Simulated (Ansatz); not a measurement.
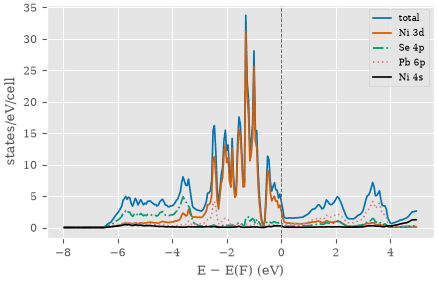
Total and projected density of states of Ni3Pb2Se2 in space group R-3m (No. 166; Ni on 9d, Se on 6c, Pb on 3b, Pb on 3a), the program Ansatz at the r²SCAN level (PAW)

Task: Which orbitals carry the states next to the Fermi level?

Result: Within 0.5 eV of the Fermi level: Ni 3d 69 %, Se 4p 12 %, Pb 6p 9 %. Projections are on Löwdin-orthogonalised atomic valence shells; empty p or d shells of many metals are not among them.

Task: Where is the tallest occupied peak in this window, and what makes it?

Result: Near -1.3 eV, about 34 states/eV per cell; the largest projected share is Ni 3d.

The workflow started from an entry of the Crystallography Open Database (COD). Its standing as an ambient phase is unchecked. Symmetry was held in the r²SCAN relaxation; whether a distortion lowers the energy is not shown. The workflow began spin-polarised and lost its moments. Scalar-relativistic: spin–orbit coupling is off unless named, which matters more the heavier the elements.

Potentials: the later of the program's two PAW sets.
